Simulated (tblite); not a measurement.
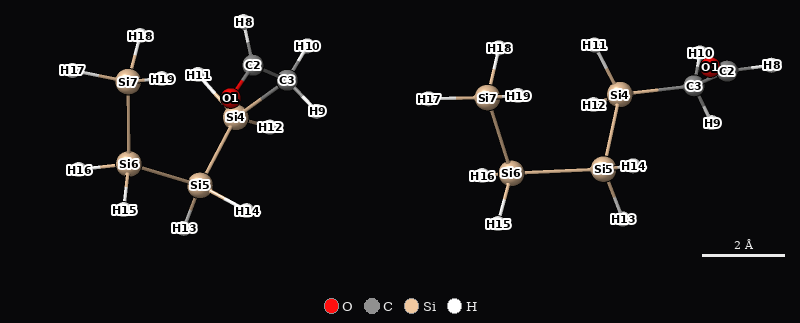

Two geometries of C2H12OSi4, drawn at one scale. One is the start of a relaxation, the other its converged end. The picture is a ball-and-stick view, seen at a tilt.

Level of theory: tblite 0.8.0, GFN2-xTB geometry optimisation, gas phase. 

Q: Which one is relaxed?

A: The left one is the relaxed one. Over 201 geometry steps the energy falls by 0.558 eV. H8 moves most after the best rigid fit: 3.43 Å. By element the largest moves are H 3.43 Å, O 2.10 Å, C 1.91 Å, Si 1.09 Å. Near-neighbour distances that change, for instance: O1–Si7 5.591 → 2.704 Å, C3–Si4 1.857 → 1.957 Å, C2–C3 1.501 → 1.446 Å, Si7–H19 1.494 → 1.459 Å. Among the angles between lasting bonds that change: Si5–Si4–H12 108.0° → 124.6°, C2–C3–Si4 116.9° → 101.8°, Si5–Si6–Si7 107.4° → 120.0°. Groups turn about Si4–Si5 by about 95°, C2–C3 by about 70°, Si5–Si6 by about 25°.
